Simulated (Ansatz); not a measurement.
**C₂H₅NSi: basis-set convergence**

Aim: see how fast density functionals converge with the basis set for C₂H₅NSi.

The runs use Ansatz 0.2.0, Gaussian basis; one geometry, several basis sets.

Levels to be run: PBE0-D4/def2-SVP; ωB97M-V/def2-SVP; PBE0-D4/def2-QZVPP; ωB97M-V/def2-QZVPP; the functionals' def2-TZVPP values are taken from earlier runs.

## Step 1: The geometry

An earlier PBE0-D4 in a triple-zeta def2 set relaxation fixed the geometry.

SMILES `C#CN[SiH3]`, 9 atoms, charge 0, spin multiplicity 1.

Atoms are counted from 1 here; the program's logs count them from 0.

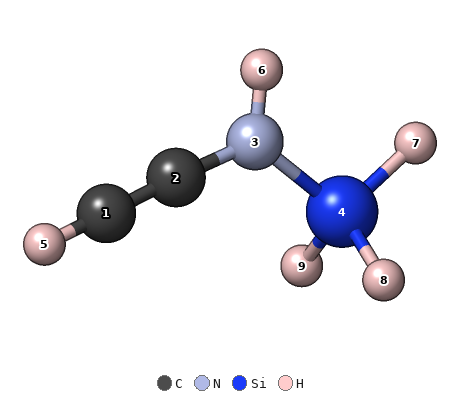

The structure; carbon dark grey, nitrogen light blue, silicon blue, hydrogen pink; atoms are numbered from 1 in the order of the file.

## Step 2: PBE0-D4 in def2-SVP

File in.yaml:

```yaml
crystal:
  periodic: [false, false, false]
  atoms:
    - {symbol: C, position_ang: [-0.697837, 1.297896, -1.842627]}
    - {symbol: C, position_ang: [-0.048386, 0.882320, -0.919371]}
    - {symbol: N, position_ang: [0.631598, 0.378296, 0.115639]}
    - {symbol: Si, position_ang: [0.090923, -0.996703, 1.036470]}
    - {symbol: H, position_ang: [-1.263143, 1.673880, -2.660021]}
    - {symbol: H, position_ang: [1.497611, 0.841245, 0.343252]}
    - {symbol: H, position_ang: [1.132241, -1.199460, 2.073531]}
    - {symbol: H, position_ang: [-1.226664, -0.725980, 1.662823]}
    - {symbol: H, position_ang: [-0.027943, -2.197796, 0.173204]}
basis:
  gaussian: {orbitals: def2-SVP}
hamiltonian: {xc: pbe0, dispersion: d4}
output: {orbitals: {seedname: orbitals}}
```

Started as:

```
ansatz run in.yaml --threads 2 --pin off --events-out ev --progress --plain --max-ram 4352MiB
```

The program printed:

```text
Functional definition: PBE0
  name "PBE0"
  cite "Adamo & Barone, J. Chem. Phys. 110, 6158 (1999) doi:10.1063/1.478522"
  cite "Perdew, Burke & Ernzerhof, Phys. Rev. Lett. 77, 3865 (1996) doi:10.1103/PhysRevLett.77.3865"
  parent pbe
  parameter a = 0.25
  parameter kappa = 0.804
  parameter beta = 0.06672455060314922
  exchange = (1 - a)*pbe_x(kappa = kappa, mu = beta*pi^2/3) + a*exact_x
  correlation = pbe_c(beta = beta)
974 factors; their error is unknown
mean field evaluation 1: about -11503.5376 eV, gradient 4.4e1 eV
mean field evaluation 2: about -11503.1513 eV, gradient 4.6e1 eV
mean field evaluation 4: about -11508.1785 eV, gradient 2.1e0 eV
mean field evaluation 8: about -11508.2408 eV, gradient 1.9e-1 eV
mean field -11508.24085559 eV, -422.9200508771 hartree, gradient 1.3e-5 eV, S^2 0.000000; 0 other end points of the search recorded, 0 dependent functions left out
reference -11508.24088129 eV, -422.9200518215 hartree; 19, 19 occupied and 66, 66 virtual orbitals, 974 factors
Total energy: -11508.37872994 eV, -422.9251176661 hartree
```

Wall time 0.8 s (2 threads of AMD EPYC 7B13, shared host).

## Step 3: ωB97M-V in def2-SVP

in.yaml, as its differences from that of step 2:

```diff
@@ -14,3 +14,3 @@
   gaussian: {orbitals: def2-SVP}
-hamiltonian: {xc: pbe0, dispersion: d4}
+hamiltonian: {xc: {name: wB97M-V}}
 output: {orbitals: {seedname: orbitals}}
```

The command is unchanged.

The program printed (excerpt; [...] marks lines left out):

```text
Functional definition: wB97M-V
  name "wB97M-V"
  cite "Mardirossian & Head-Gordon, J. Chem. Phys. 144, 214110 (2016) doi:10.1063/1.4952647"
  cite "Becke, J. Chem. Phys. 107, 8554 (1997) doi:10.1063/1.475007"
  cite "Vydrov & Van Voorhis, J. Chem. Phys. 133, 244103 (2010) doi:10.1063/1.3521275"
  # Of w^i u^j: cxij and so on, Table III.
[...]
  gx(w, u) = 1 - cx + cx01*u + cx10*w
  gss(w, u) = css00 + css04*u^4 + css10*w + css20*w^2 + css43*w^4*u^3
  gos(w, u) = cos00 + cos10*w + (cos20 + cos21*u)*w^2 + (cos60 + cos61*u)*w^6
[...]
      + integral(e_c_pw_mod_opposite_spin*gos(b97_w_opposite, b97_u_opposite)) + vv10(b, c)
974 factors; their error is unknown
261 factors; integrals over basis functions are off by at most 6.8e-6 eV
[...]
mean field -11513.70774332 eV, -423.1209552958 hartree, gradient 7.9e-5 eV, S^2 0.000000; 0 other end points of the search recorded, 0 dependent functions left out
reference -11513.70778474 eV, -423.1209568176 hartree; 19, 19 occupied and 66, 66 virtual orbitals, 974 factors
Total energy: -11513.70778474 eV, -423.1209568176 hartree
```

It took 2.9 s on 2 threads of AMD EPYC 7B13, shared host.

## Step 4: PBE0-D4 in def2-QZVPP

in.yaml, as its differences from that of step 3:

```diff
@@ -13,4 +13,4 @@
 basis:
-  gaussian: {orbitals: def2-SVP}
-hamiltonian: {xc: {name: wB97M-V}}
+  gaussian: {orbitals: "def2-QZVPP.json"}
+hamiltonian: {xc: pbe0, dispersion: d4}
 output: {orbitals: {seedname: orbitals}}
```

Launched as before.

The program printed:

```text
Functional definition: PBE0
  name "PBE0"
  cite "Adamo & Barone, J. Chem. Phys. 110, 6158 (1999) doi:10.1063/1.478522"
  cite "Perdew, Burke & Ernzerhof, Phys. Rev. Lett. 77, 3865 (1996) doi:10.1103/PhysRevLett.77.3865"
  parent pbe
  parameter a = 0.25
  parameter kappa = 0.804
  parameter beta = 0.06672455060314922
  exchange = (1 - a)*pbe_x(kappa = kappa, mu = beta*pi^2/3) + a*exact_x
  correlation = pbe_c(beta = beta)
1208 factors; their error is unknown
mean field evaluation 1: about -11508.7473 eV, gradient 5.7e1 eV
mean field evaluation 2: about -11505.8188 eV, gradient 6.5e1 eV
mean field evaluation 4: about -11515.5059 eV, gradient 7.6e0 eV
mean field evaluation 8: about -11515.6456 eV, gradient 2.2e-1 eV
mean field -11515.64563849 eV, -423.1921716296 hartree, gradient 3.6e-5 eV, S^2 0.000000; 0 other end points of the search recorded, 0 dependent functions left out
reference -11515.64567707 eV, -423.1921730474 hartree; 19, 19 occupied and 372, 372 virtual orbitals, 1208 factors
Total energy: -11515.78352573 eV, -423.1972388921 hartree
```

It took 6.5 s on 2 threads of AMD EPYC 7B13, shared host; peak memory 1 GiB.

## Step 5: ωB97M-V in def2-QZVPP

in.yaml, as its differences from that of step 4:

```diff
@@ -14,3 +14,3 @@
   gaussian: {orbitals: "def2-QZVPP.json"}
-hamiltonian: {xc: pbe0, dispersion: d4}
+hamiltonian: {xc: {name: wB97M-V}}
 output: {orbitals: {seedname: orbitals}}
```

Same command.

The program printed (excerpt; [...] marks lines left out):

```text
Functional definition: wB97M-V
  name "wB97M-V"
  cite "Mardirossian & Head-Gordon, J. Chem. Phys. 144, 214110 (2016) doi:10.1063/1.4952647"
  cite "Becke, J. Chem. Phys. 107, 8554 (1997) doi:10.1063/1.475007"
  cite "Vydrov & Van Voorhis, J. Chem. Phys. 133, 244103 (2010) doi:10.1063/1.3521275"
  # Of w^i u^j: cxij and so on, Table III.
[...]
  gx(w, u) = 1 - cx + cx01*u + cx10*w
  gss(w, u) = css00 + css04*u^4 + css10*w + css20*w^2 + css43*w^4*u^3
  gos(w, u) = cos00 + cos10*w + (cos20 + cos21*u)*w^2 + (cos60 + cos61*u)*w^6
[...]
      + integral(e_c_pw_mod_opposite_spin*gos(b97_w_opposite, b97_u_opposite)) + vv10(b, c)
1188 factors; their error is unknown
313 factors; integrals over basis functions are off by at most 1.3e-5 eV
[...]
mean field -11521.26661698 eV, -423.3987387788 hartree, gradient 3.2e-5 eV, S^2 0.000000; 0 other end points of the search recorded, 0 dependent functions left out
reference -11521.26668006 eV, -423.3987410970 hartree; 19, 19 occupied and 372, 372 virtual orbitals, 1188 factors
Total energy: -11521.26668006 eV, -423.3987410970 hartree
```

Wall time 15 s (2 threads of AMD EPYC 7B13, shared host); peak memory 1.2 GiB.

## Step 6: Functionals by basis

The def2-TZVPP values come from earlier runs at the same geometry.

```tsv
functional	basis	functions	energy (eV)	from the largest (eV)	HOMO (eV)	LUMO (eV)
PBE0-D4	def2-SVP	85	-11508.3787	7.405	-6.40	0.58
PBE0-D4	def2-TZVPP	205	-11515.3009	0.483	-6.54	0.05
PBE0-D4	def2-QZVPP	391	-11515.7835	0.000	-6.56	-0.18
ωB97M-V	def2-SVP	85	-11513.7078	7.559	-8.60	2.45
ωB97M-V	def2-TZVPP	205	-11520.8279	0.439	-8.75	1.66
ωB97M-V	def2-QZVPP	391	-11521.2667	0.000	-8.77	1.13
```

## Step 7: Results

| quantity | value |
| --- | --- |
| PBE0-D4: double and triple zeta above quadruple | 7.40, 0.48 eV |
| ωB97M-V: double and triple zeta above quadruple | 7.56, 0.44 eV |

What this shows: For PBE0-D4 the step from double to triple zeta gains 6.92 eV and the next only 0.48 eV. Total energies overstate the basis error of differences, where much of it tends to cancel. The LUMO of ωB97M-V is positive and keeps falling with the basis (2.45 to 1.13 eV): an unbound level that the basis holds in place.

For PBE0-D4 the largest set took about 8 times as long as the smallest (6.5 s against 0.8 s).
